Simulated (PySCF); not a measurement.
Run report: CH₄OZn, geometry relaxation (part 2 of 2)

CH₄OZn; HF/DZVP, RHF (PySCF 2.14.0). The atoms were displaced at random from an optimised geometry.

Geometry of the input (Å):
```
C  -0.6635  0.7307  -0.1085
O  -0.0160  -0.3779  -0.5623
Zn 1.1632  -1.2534  0.0750
H  -1.4086  1.1185  -0.8530
H  -0.1930  1.6620  0.1693
H  -1.3069  0.3253  0.6790
H  2.4045  -2.2995  0.7286
```

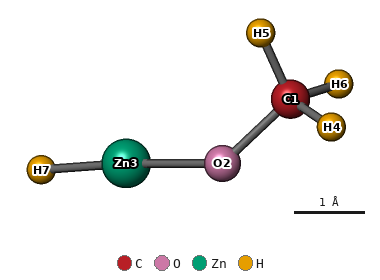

The geometry at step 8 of the log (ball-and-stick view, seen at a tilt; atoms are numbered from 1 in the order of the input).

### Output, continued
```
Geometry optimization cycle 12
Cartesian coordinates (Angstrom)
 Atom        New coordinates             dX        dY        dZ
   C  -0.764951   0.740185  -0.116406    0.000555  0.000506 -0.000102
   O  -0.004347  -0.328728  -0.575481    0.005513  0.005243 -0.003713
  Zn   1.292791  -1.354395   0.136444    0.000943  0.000564 -0.001557
   H  -1.407771   1.098333  -0.914260   -0.004538 -0.003070  0.002376
   H  -0.149056   1.577922   0.207891   -0.002919  0.003836 -0.002320
   H  -1.404746   0.460559   0.719248    0.005253 -0.003602  0.002138
   H   2.417692  -2.288235   0.670606   -0.004807 -0.003477  0.003177
converged SCF energy = -1892.4499395028
--------------- RHF_Scanner gradients ---------------
         x                y                z
0 C    -0.0000939776     0.0002527922     0.0002511604
1 O     0.0000118097    -0.0002700843    -0.0002645538
2 Zn     0.0001102746     0.0000091627     0.0000617133
3 H     0.0000248082     0.0000046950    -0.0000205917
4 H     0.0000065550     0.0000016739    -0.0000149336
5 H    -0.0000179423    -0.0000220778    -0.0000178231
6 H    -0.0000415276     0.0000238384     0.0000050285
----------------------------------------------
cycle 12: E = -1892.4499395  dE = -1.18203e-06  norm(grad) = 0.000547466
Step   11 : Displace = 5.737e-03/8.609e-03 (rms/max) Trust = 3.000e-01 (=) Grad = 2.069e-04/3.783e-04 (rms/max) E (change) = -1892.4499395028 (-1.182e-06) Quality = 1.465
Hessian Eigenvalues: 8.24284e-04 4.99334e-02 5.00000e-02 ... 3.48593e-01 3.63803e-01 6.75669e-01

Geometry optimization cycle 13
Cartesian coordinates (Angstrom)
 Atom        New coordinates             dX        dY        dZ
   C  -0.764479   0.740923  -0.116556    0.000472  0.000738 -0.000150
   O   0.002216  -0.322581  -0.577952    0.006563  0.006147 -0.002470
  Zn   1.294084  -1.354108   0.135319    0.001292  0.000287 -0.001125
   H  -1.412473   1.094294  -0.912365   -0.004702 -0.004039  0.001895
   H  -0.153093   1.582829   0.205258   -0.004037  0.004907 -0.002632
   H  -1.399610   0.457369   0.721354    0.005136 -0.003190  0.002106
   H   2.412967  -2.293086   0.672984   -0.004725 -0.004850  0.002377
converged SCF energy = -1892.44994068925
--------------- RHF_Scanner gradients ---------------
         x                y                z
0 C    -0.0001065683     0.0002606180     0.0002571358
1 O    -0.0000339941    -0.0002055184    -0.0002307746
2 Zn     0.0002121961    -0.0000411705     0.0000103994
3 H     0.0000159211     0.0000009830    -0.0000221188
4 H     0.0000018021    -0.0000125020    -0.0000288302
5 H    -0.0000152029    -0.0000225871    -0.0000261080
6 H    -0.0000741541     0.0000201770     0.0000402964
----------------------------------------------
cycle 13: E = -1892.44994069  dE = -1.18645e-06  norm(grad) = 0.000547325
Step   12 : Displace = 6.238e-03/9.484e-03 (rms/max) Trust = 3.000e-01 (=) Grad = 2.069e-04/3.813e-04 (rms/max) E (change) = -1892.4499406892 (-1.186e-06) Quality = 1.473
Hessian Eigenvalues: 6.31208e-04 4.97457e-02 5.00000e-02 ... 3.48584e-01 3.64722e-01 6.18343e-01

Geometry optimization cycle 14
Cartesian coordinates (Angstrom)
 Atom        New coordinates             dX        dY        dZ
   C  -0.764054   0.741856  -0.116785    0.000425  0.000934 -0.000229
   O   0.009690  -0.315729  -0.579152    0.007474  0.006851 -0.001200
  Zn   1.295294  -1.354195   0.135122    0.001211 -0.000086 -0.000197
   H  -1.417094   1.089405  -0.911051   -0.004621 -0.004889  0.001313
   H  -0.158119   1.588651   0.202406   -0.005026  0.005823 -0.002852
   H  -1.394730   0.454688   0.723315    0.004880 -0.002681  0.001962
   H   2.408625  -2.299037   0.674188   -0.004342 -0.005952  0.001204
converged SCF energy = -1892.44994189255
--------------- RHF_Scanner gradients ---------------
         x                y                z
0 C    -0.0000398262     0.0001340517     0.0001482353
1 O    -0.0001089800    -0.0000496195    -0.0001181984
2 Zn     0.0002340036    -0.0000636128    -0.0000358710
3 H     0.0000023834     0.0000004121    -0.0000127144
4 H    -0.0000052926    -0.0000146624    -0.0000211612
5 H    -0.0000096721    -0.0000114969    -0.0000221416
6 H    -0.0000726162     0.0000049277     0.0000618514
----------------------------------------------
cycle 14: E = -1892.44994189  dE = -1.2033e-06  norm(grad) = 0.000375003
Step   13 : Displace = 6.671e-03/1.037e-02 (rms/max) Trust = 3.000e-01 (=) Grad = 1.417e-04/2.451e-04 (rms/max) E (change) = -1892.4499418926 (-1.203e-06) Quality = 1.430
Hessian Eigenvalues: 5.55752e-04 4.50187e-02 4.99993e-02 ... 3.48241e-01 3.63046e-01 5.94532e-01

Geometry optimization cycle 15
Cartesian coordinates (Angstrom)
 Atom        New coordinates             dX        dY        dZ
   C  -0.763810   0.742644  -0.117006    0.000245  0.000787 -0.000221
   O   0.015435  -0.310644  -0.578955    0.005745  0.005086  0.000197
  Zn   1.295747  -1.354623   0.136095    0.000453 -0.000429  0.000973
   H  -1.420028   1.085515  -0.910702   -0.002934 -0.003890  0.000350
   H  -0.162197   1.593219   0.200327   -0.004077  0.004568 -0.002079
   H  -1.391735   0.453301   0.724476    0.002995 -0.001388  0.001161
   H   2.406198  -2.303772   0.673806   -0.002426 -0.004734 -0.000381
converged SCF energy = -1892.44994273079
--------------- RHF_Scanner gradients ---------------
         x                y                z
0 C     0.0000427819    -0.0000298723     0.0000047163
1 O    -0.0001351151     0.0000820526     0.0000005456
2 Zn     0.0001494251    -0.0000442368    -0.0000460656
3 H    -0.0000074679     0.0000038275    -0.0000011574
4 H    -0.0000070000    -0.0000051562    -0.0000021330
5 H    -0.0000046376     0.0000023880    -0.0000066508
6 H    -0.0000379865    -0.0000090027     0.0000507449
----------------------------------------------
cycle 15: E = -1892.44994273  dE = -8.38241e-07  norm(grad) = 0.000241791
Step   14 : Displace = 4.888e-03/7.777e-03 (rms/max) Trust = 3.000e-01 (=) Grad = 9.139e-05/1.625e-04 (rms/max) E (change) = -1892.4499427308 (-8.382e-07) Quality = 1.350
Hessian Eigenvalues: 5.61638e-04 4.26106e-02 4.99706e-02 ... 3.48279e-01 3.62792e-01 6.17708e-01

Geometry optimization cycle 16
Cartesian coordinates (Angstrom)
 Atom        New coordinates             dX        dY        dZ
   C  -0.763773   0.742976  -0.117102    0.000037  0.000333 -0.000096
   O   0.017444  -0.309029  -0.578349    0.002008  0.001614  0.000606
  Zn   1.295458  -1.355020   0.137270   -0.000289 -0.000397  0.001175
   H  -1.420682   1.084142  -0.910957   -0.000654 -0.001373 -0.000255
   H  -0.163659   1.594834   0.199666   -0.001462  0.001615 -0.000661
   H  -1.391117   0.453146   0.724670    0.000618 -0.000155  0.000194
   H   2.405940  -2.305409   0.672844   -0.000258 -0.001637 -0.000962
converged SCF energy = -1892.44994302892
--------------- RHF_Scanner gradients ---------------
         x                y                z
0 C     0.0000568803    -0.0000799344    -0.0000496069
1 O    -0.0000825568     0.0000871194     0.0000372986
2 Zn     0.0000443526    -0.0000125541    -0.0000239400
3 H    -0.0000070298     0.0000047854     0.0000037414
4 H    -0.0000041438     0.0000033755     0.0000074987
5 H    -0.0000015165     0.0000067858     0.0000036235
6 H    -0.0000059860    -0.0000095775     0.0000213847
----------------------------------------------
cycle 16: E = -1892.44994303  dE = -2.98128e-07  norm(grad) = 0.000177194
Step   15 : Displace = 1.708e-03/2.669e-03 (rms/max) Trust = 3.000e-01 (=) Grad = 6.697e-05/1.257e-04 (rms/max) E (change) = -1892.4499430289 (-2.981e-07) Quality = 1.250
Hessian Eigenvalues: 5.95933e-04 4.40744e-02 4.99300e-02 ... 3.48364e-01 3.63265e-01 6.16826e-01

Geometry optimization cycle 17
Cartesian coordinates (Angstrom)
 Atom        New coordinates             dX        dY        dZ
   C  -0.763823   0.742994  -0.117094   -0.000050  0.000018  0.000009
   O   0.017199  -0.309367  -0.578062   -0.000245 -0.000337  0.000287
  Zn   1.295148  -1.355160   0.137762   -0.000310 -0.000140  0.000492
   H  -1.420331   1.084314  -0.911202    0.000351  0.000172 -0.000245
   H  -0.163479   1.594644   0.199788    0.000180 -0.000190  0.000123
   H  -1.391509   0.453386   0.724490   -0.000392  0.000240 -0.000180
   H   2.406407  -2.305172   0.672359    0.000466  0.000237 -0.000485
converged SCF energy = -1892.44994307775
--------------- RHF_Scanner gradients ---------------
         x                y                z
0 C     0.0000251666    -0.0000391480    -0.0000273929
1 O    -0.0000263830     0.0000332992     0.0000188532
2 Zn     0.0000015773     0.0000008764    -0.0000059376
3 H    -0.0000021318     0.0000022913     0.0000019312
4 H    -0.0000007021     0.0000034417     0.0000051723
5 H    -0.0000000669     0.0000027976     0.0000030909
6 H     0.0000025398    -0.0000035582     0.0000042828
----------------------------------------------
cycle 17: E = -1892.44994308  dE = -4.88326e-08  norm(grad) = 7.22676e-05
```

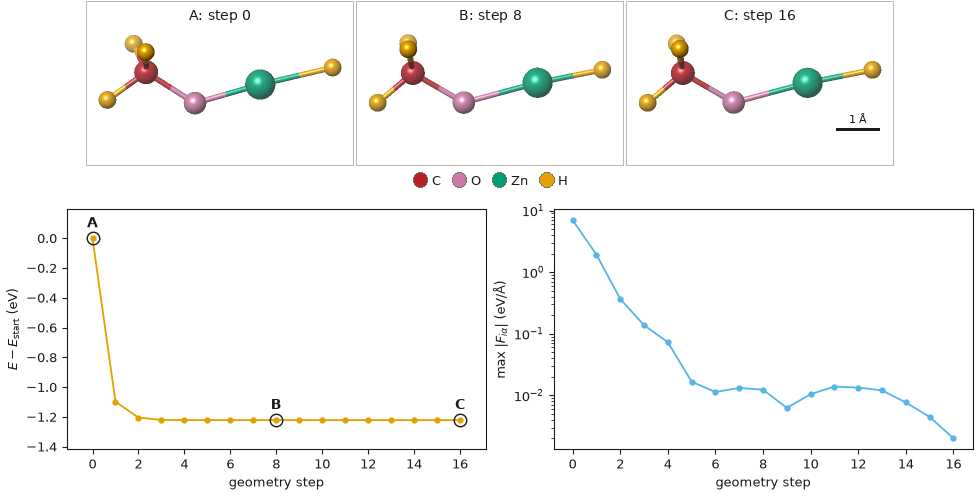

Frames of the relaxation (ball-and-stick view, seen at a tilt) above the curves, on which the letters mark them (steps are counted from 0).

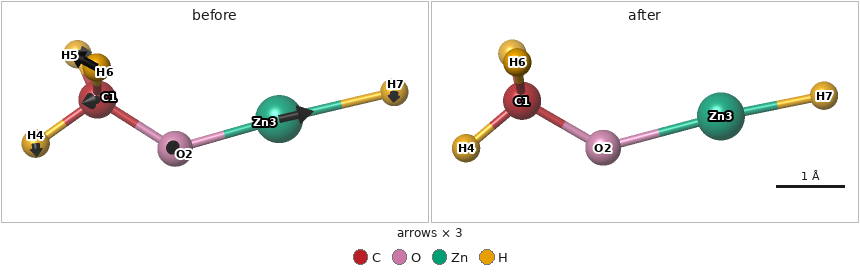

Before (left) and after (right) the relaxation, at one scale (ball-and-stick view, seen at a tilt). The black arrows give the displacements, magnified 3 times. Over 16 geometry steps the energy falls by 1.221 eV. Largest force component: 7 eV/Å at the start, 0.002 eV/Å at the end. Zn3 moves most after the best rigid fit: 0.18 Å. Largest moves by element: Zn 0.18 Å, H 0.16 Å, C 0.10 Å, O 0.08 Å. Among the contacts that change: O2–Zn3 1.601 → 1.800 Å, Zn3–H7 1.750 → 1.557 Å, C1–H4 1.122 → 1.085 Å, C1–O2 1.362 → 1.389 Å. Among the angles that change: O2–C1–H5 125.5° → 112.3°, O2–C1–H6 102.6° → 112.3°, H4–C1–H5 99.3° → 107.5°. (Atoms are counted from 1 in the order of the input.)

```
Step   16 : Displace = 4.874e-04/7.430e-04 (rms/max) Trust = 3.000e-01 (=) Grad = 2.731e-05/5.400e-05 (rms/max) E (change) = -1892.4499430778 (-4.883e-08) Quality = 1.178
Hessian Eigenvalues: 5.95933e-04 4.40744e-02 4.99300e-02 ... 3.48364e-01 3.63265e-01 6.16826e-01
Converged! =D

converged: True
C          -0.76382264        0.74299436       -0.11709376
O           0.01719890       -0.30936651       -0.57806171
Zn          1.29514795       -1.35515971        0.13776232
H          -1.42033116        1.08431408       -0.91120206
H          -0.16347916        1.59464391        0.19978807
H          -1.39150882        0.45338555        0.72449023
H           2.40640692       -2.30517169        0.67235891
converged SCF energy = -1892.44994307776
Final energy -1892.4499430777605
```

### Trajectory as extended XYZ (Å, eV, eV/Å), 15 of the 17 frames kept, from step=0 to step=16
```
7
Properties=species:S:1:pos:R:3:forces:R:3 step=0 energy=-51494.96494
C    -0.6635    0.7307   -0.1085   -4.2354   0.2118  -0.4852
O    -0.0160   -0.3779   -0.5623   -3.6572   4.1438  -3.5612
Zn    1.1632   -1.2534    0.0750    6.9953  -5.5039   3.5475
H    -1.4086    1.1185   -0.8530    0.7690  -0.6955   0.2517
H    -0.1930    1.6620    0.1693    1.3225  -0.4777   0.4662
H    -1.3069    0.3253    0.6790    0.0953   1.2047   0.4850
H     2.4045   -2.2995    0.7286   -1.2895   1.1167  -0.7040
7
Properties=species:S:1:pos:R:3:forces:R:3 step=1 energy=-51496.06226
C    -0.7467    0.7274   -0.1027   -1.0063   0.3895  -0.6216
O    -0.0148   -0.3583   -0.5560   -1.1156   1.0753  -0.5471
Zn    1.2698   -1.3192    0.1063    1.9347  -1.6002   1.0030
H    -1.3954    1.1182   -0.8983    0.2909  -0.3308   0.0754
H    -0.1476    1.5843    0.1924    0.2518  -0.1863   0.3034
H    -1.4334    0.4580    0.7012    0.3197   0.0528   0.1537
H     2.4476   -2.3046    0.6851   -0.6753   0.5997  -0.3667
7
Properties=species:S:1:pos:R:3:forces:R:3 step=2 energy=-51496.16940
C    -0.7609    0.7380   -0.1211   -0.0108  -0.1351   0.2864
O    -0.0198   -0.3499   -0.5532   -0.1233   0.1298  -0.3692
Zn    1.2906   -1.3422    0.1328   -0.0448   0.0117   0.0101
H    -1.3960    1.1015   -0.9214    0.0288   0.0352  -0.0234
H    -0.1301    1.5576    0.2201   -0.0443   0.0727  -0.0815
H    -1.3991    0.4530    0.7116   -0.1504   0.1502   0.0326
H     2.3948   -2.2523    0.6591    0.3449  -0.2645   0.1451
7
Properties=species:S:1:pos:R:3:forces:R:3 step=3 energy=-51496.18466
C    -0.7684    0.7391   -0.1124    0.0340  -0.0055  -0.0243
O    -0.0212   -0.3476   -0.5489   -0.1108   0.0895  -0.0428
Zn    1.2957   -1.3512    0.1326    0.1381  -0.1320   0.0986
H    -1.3840    1.0978   -0.9291   -0.0610   0.0546  -0.0029
H    -0.1437    1.5684    0.2171    0.0012  -0.0005  -0.0061
H    -1.4293    0.4801    0.7131   -0.0004  -0.0190  -0.0087
H     2.4306   -2.2810    0.6556   -0.0011   0.0129  -0.0138
7
Properties=species:S:1:pos:R:3:forces:R:3 step=5 energy=-51496.18602
C    -0.7692    0.7408   -0.1146    0.0064  -0.0108  -0.0049
O    -0.0212   -0.3462   -0.5497    0.0004   0.0079  -0.0073
Zn    1.2974   -1.3582    0.1394   -0.0168   0.0084   0.0049
H    -1.3898    1.1045   -0.9275   -0.0012  -0.0020   0.0030
H    -0.1445    1.5700    0.2151   -0.0003  -0.0012   0.0022
H    -1.4296    0.4789    0.7105    0.0036   0.0017   0.0014
H     2.4366   -2.2843    0.6549    0.0078  -0.0041   0.0006
7
Properties=species:S:1:pos:R:3:forces:R:3 step=6 energy=-51496.18606
C    -0.7689    0.7407   -0.1150    0.0016  -0.0038   0.0033
O    -0.0211   -0.3456   -0.5513    0.0085  -0.0040  -0.0114
Zn    1.2963   -1.3579    0.1398   -0.0098   0.0040   0.0041
H    -1.3905    1.1047   -0.9269   -0.0013  -0.0002   0.0016
H    -0.1441    1.5696    0.2151   -0.0010   0.0021   0.0003
H    -1.4282    0.4779    0.7107    0.0000   0.0022   0.0026
H     2.4362   -2.2838    0.6556    0.0019  -0.0003  -0.0005
7
Properties=species:S:1:pos:R:3:forces:R:3 step=7 energy=-51496.18612
C    -0.7678    0.7400   -0.1156   -0.0113   0.0109   0.0132
O    -0.0198   -0.3438   -0.5564    0.0129  -0.0108  -0.0108
Zn    1.2940   -1.3572    0.1404    0.0025  -0.0031   0.0004
H    -1.3928    1.1049   -0.9245   -0.0002  -0.0004  -0.0014
H    -0.1437    1.5694    0.2146    0.0013   0.0018  -0.0034
H    -1.4243    0.4751    0.7117   -0.0011  -0.0007   0.0016
H     2.4340   -2.2827    0.6578   -0.0041   0.0022   0.0003
7
Properties=species:S:1:pos:R:3:forces:R:3 step=8 energy=-51496.18615
C    -0.7671    0.7396   -0.1159   -0.0118   0.0124   0.0114
O    -0.0179   -0.3419   -0.5607    0.0105  -0.0079  -0.0060
Zn    1.2927   -1.3566    0.1403    0.0061  -0.0052  -0.0022
H    -1.3951    1.1046   -0.9225   -0.0002  -0.0009  -0.0008
H    -0.1437    1.5698    0.2138    0.0004   0.0005  -0.0036
H    -1.4208    0.4724    0.7130   -0.0001  -0.0007  -0.0001
H     2.4315   -2.2823    0.6601   -0.0048   0.0019   0.0013
7
Properties=species:S:1:pos:R:3:forces:R:3 step=9 energy=-51496.18619
C    -0.7661    0.7395   -0.1162   -0.0063   0.0040   0.0021
O    -0.0140   -0.3380   -0.5673    0.0043   0.0029   0.0040
Zn    1.2917   -1.3557    0.1393    0.0056  -0.0054  -0.0048
H    -1.3994    1.1033   -0.9192   -0.0010  -0.0008  -0.0003
H    -0.1445    1.5716    0.2120   -0.0001  -0.0010  -0.0025
H    -1.4149    0.4678    0.7152    0.0006  -0.0002  -0.0004
H     2.4268   -2.2830    0.6641   -0.0032   0.0004   0.0020
7
Properties=species:S:1:pos:R:3:forces:R:3 step=10 energy=-51496.18622
C    -0.7655    0.7397   -0.1163    0.0002  -0.0056  -0.0068
O    -0.0099   -0.3340   -0.5718    0.0003   0.0105   0.0105
Zn    1.2918   -1.3550    0.1380    0.0011  -0.0035  -0.0049
H    -1.4032    1.1014   -0.9166   -0.0013  -0.0006   0.0006
H    -0.1461    1.5741    0.2102   -0.0005  -0.0007  -0.0007
H    -1.4100    0.4642    0.7171    0.0009   0.0006   0.0000
H     2.4225   -2.2848    0.6674   -0.0006  -0.0006   0.0013
7
Properties=species:S:1:pos:R:3:forces:R:3 step=11 energy=-51496.18626
C    -0.7650    0.7402   -0.1164    0.0048  -0.0130  -0.0129
O    -0.0043   -0.3287   -0.5755   -0.0006   0.0139   0.0136
Zn    1.2928   -1.3544    0.1364   -0.0057  -0.0005  -0.0032
H    -1.4078    1.0983   -0.9143   -0.0013  -0.0002   0.0011
H    -0.1491    1.5779    0.2079   -0.0003  -0.0001   0.0008
H    -1.4047    0.4606    0.7192    0.0009   0.0011   0.0009
H     2.4177   -2.2882    0.6706    0.0021  -0.0012  -0.0003
7
Properties=species:S:1:pos:R:3:forces:R:3 step=13 energy=-51496.18632
C    -0.7641    0.7419   -0.1168    0.0020  -0.0069  -0.0076
O     0.0097   -0.3157   -0.5792    0.0056   0.0026   0.0061
Zn    1.2953   -1.3542    0.1351   -0.0120   0.0033   0.0018
H    -1.4171    1.0894   -0.9111   -0.0001   0.0000   0.0007
H    -0.1581    1.5887    0.2024    0.0003   0.0008   0.0011
H    -1.3947    0.4547    0.7233    0.0005   0.0006   0.0011
H     2.4086   -2.2990    0.6742    0.0037  -0.0003  -0.0032
7
Properties=species:S:1:pos:R:3:forces:R:3 step=14 energy=-51496.18634
C    -0.7638    0.7426   -0.1170   -0.0022   0.0015  -0.0002
O     0.0154   -0.3106   -0.5790    0.0069  -0.0042   0.0000
Zn    1.2957   -1.3546    0.1361   -0.0077   0.0023   0.0024
H    -1.4200    1.0855   -0.9107    0.0004  -0.0002   0.0001
H    -0.1622    1.5932    0.2003    0.0004   0.0003   0.0001
H    -1.3917    0.4533    0.7245    0.0002  -0.0001   0.0003
H     2.4062   -2.3038    0.6738    0.0020   0.0005  -0.0026
7
Properties=species:S:1:pos:R:3:forces:R:3 step=15 energy=-51496.18635
C    -0.7638    0.7430   -0.1171   -0.0029   0.0041   0.0026
O     0.0174   -0.3090   -0.5783    0.0042  -0.0045  -0.0019
Zn    1.2955   -1.3550    0.1373   -0.0023   0.0006   0.0012
H    -1.4207    1.0841   -0.9110    0.0004  -0.0002  -0.0002
H    -0.1637    1.5948    0.1997    0.0002  -0.0002  -0.0004
H    -1.3911    0.4531    0.7247    0.0001  -0.0003  -0.0002
H     2.4059   -2.3054    0.6728    0.0003   0.0005  -0.0011
7
Properties=species:S:1:pos:R:3:forces:R:3 step=16 energy=-51496.18635
C    -0.7638    0.7430   -0.1171   -0.0013   0.0020   0.0014
O     0.0172   -0.3094   -0.5781    0.0014  -0.0017  -0.0010
Zn    1.2951   -1.3552    0.1378   -0.0001   0.0000   0.0003
H    -1.4203    1.0843   -0.9112    0.0001  -0.0001  -0.0001
H    -0.1635    1.5946    0.1998    0.0000  -0.0002  -0.0003
H    -1.3915    0.4534    0.7245    0.0000  -0.0001  -0.0002
H     2.4064   -2.3052    0.6724   -0.0001   0.0002  -0.0002
```

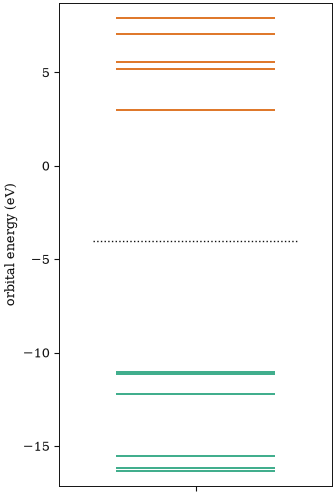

Orbital energies near the frontier; the dotted line parts filled from empty levels, and levels within 0.02 eV of each other stand side by side. Highest filled −11.05 eV, lowest empty 2.97 eV, 14.02 eV apart.

### Summary

```json
{"quantity": "outcome", "value": "converged"}
{"quantity": "total energy", "value": "−1892.449943 hartree"}
{"quantity": "basis functions", "value": "60"}
{"quantity": "HOMO", "value": "−11.05 eV"}
{"quantity": "LUMO", "value": "2.97 eV"}
{"quantity": "dipole moment", "value": "1.37 D"}
{"quantity": "wall time", "value": "46 s"}
{"quantity": "peak memory", "value": "0.16 GiB"}
```
